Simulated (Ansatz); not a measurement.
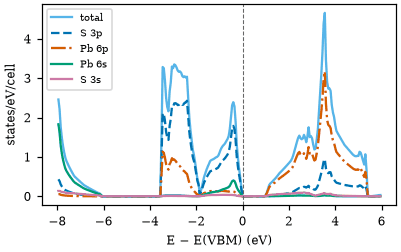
Fig. 1. Total and projected density of states of PbS (zinc blende, F-43m), r²SCAN (plane waves, PAW; program Ansatz)

Problem. Which orbitals carry the states next to the gap?

Solution. Top 1 eV of the valence band: S 3p 74 %, Pb 6s 16 %, Pb 6p 7 %. Bottom 1 eV of the conduction band: Pb 6p 77 %, S 3s 10 %, S 3p 6 %, outside the projected shells 6 %. Projections are on Löwdin-orthogonalised atomic valence shells; empty p or d shells of many metals are not among them.

Problem. Where is the tallest occupied peak in this window, and what makes it?

Solution. Near -3.0 eV, about 3.3 states/eV per cell; the largest projected share is S 3p.

The start of the workflow was typed in or built on a structure type; neither database checked (COD, Materials Project) lists it. It is not the phase usual at ambient conditions (space group No. 225). Symmetry was held in the r²SCAN relaxation. At this level the phase is mechanically unstable. Scalar-relativistic: spin–orbit coupling is off unless named, which matters more the heavier the elements.

Potentials: the later of the program's two PAW sets.
